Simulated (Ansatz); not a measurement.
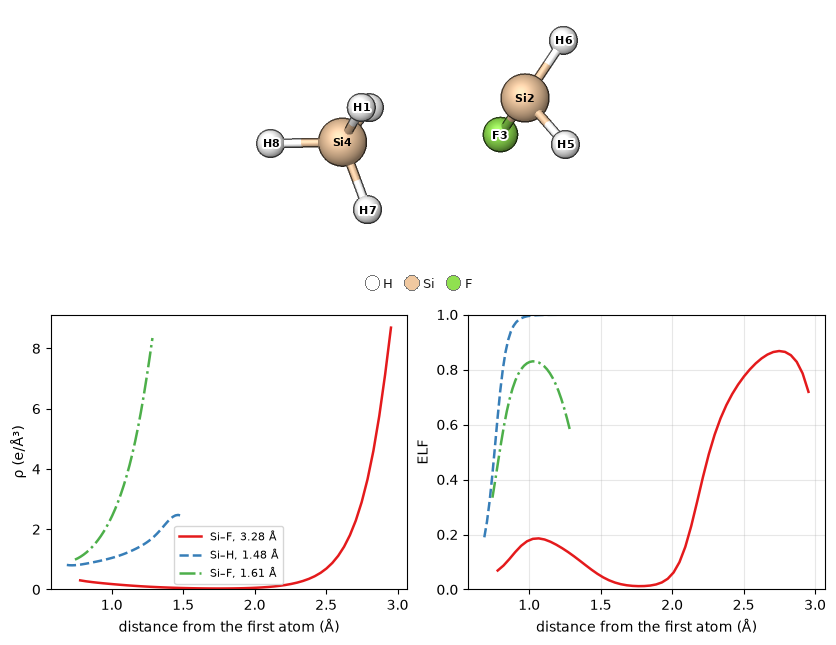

The picture shows: SiH4···FH2Si (doublet). Electron density and electron localisation function along straight lines between neighbouring atoms. The curves leave out the atomic cores. The structure is drawn too.

The product side of a reaction path; geometry: PBE0-D4/def2-TZVP.

Level of theory: UKS PBE0-D4/def2-TZVPP in Ansatz.

```yaml
atoms:
  - { symbol: H, position_ang: [0.5375, 0.4057, 1.4173] }
  - { symbol: Si, position_ang: [0.1868, -2.1443, -0.8227] }
  - { symbol: F, position_ang: [-0.3931, -0.7115, -1.2596] }
  - { symbol: Si, position_ang: [-0.0265, 1.6956, 0.9413] }
  - { symbol: H, position_ang: [-0.9379, -3.1197, -0.8683] }
  - { symbol: H, position_ang: [1.2647, -2.5076, -1.7843] }
  - { symbol: H, position_ang: [-1.4789, 1.5398, 0.6831] }
  - { symbol: H, position_ang: [0.1779, 2.7258, 1.9928] }
  - { symbol: H, position_ang: [0.6695, 2.1164, -0.2994] }
```

What can be read from the curves?

Answer. Si4···F3 (3.28 Å): the density falls to about 0.03 e/Å³ on the way; the ELF dips to about 0 between them; a non-bonded, intermolecular contact.
Si–H (1.48 Å): ρ is about 0.81 e/Å³ halfway; the ELF climbs to about 1 towards the hydrogen, as it does in any bond to H.
Si–F (1.61 Å): the density is about 1.2 e/Å³ at the midpoint; the ELF peaks at about 0.85 in the valence shell of F, 0.6 Å from its nucleus, and is about 0.55 at the midpoint.
